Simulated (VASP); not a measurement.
Band structure of BeTe (space group P6_3mc). All values below come from modified Becke-Johnson potential (mBJ) with spin-orbit coupling, VASP's PBE PAW potentials (set 64) (plane waves; VASP).

mBJ is a potential without an energy functional, so only the levels count.

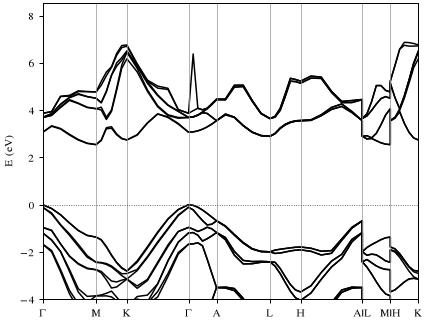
Figure. Bands along high-symmetry lines, zero at the valence-band maximum or, without a gap, the Fermi level

Problem. Read the plot: is there a gap, and where are the band edges?

Solution. The gap is indirect, 2.54 eV, from the valence maximum at Γ to the conduction minimum at M.

The structure comes from a computed database's BeTe entry (P6_3mc); how it stands against other phases isn't given here. The cell was not relaxed at this level. The cell's shape comes from a PBE relaxation.
